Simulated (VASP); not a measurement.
Band structure of BaMg2P2 (space group P-3m1). Computed with r2SCAN meta-GGA, VASP's PBE PAW potentials (set 64) (plane waves; VASP).

Unless said otherwise, spin-orbit coupling is left out, though it shifts the bands of the heavy elements here.

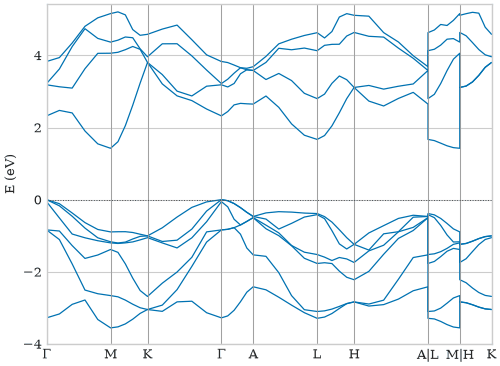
Fig. 1. Bands along high-symmetry lines, zero at the valence-band maximum or, without a gap, the Fermi level

Task: Read the plot: is there a gap, and where are the band edges?

Result: The gap is indirect, 1.42 eV, from the valence maximum at Γ to the conduction minimum at M.

The structure comes from a computed database's BaMg2P2 entry (P-3m1); how it stands against other phases isn't given here. It was relaxed first.
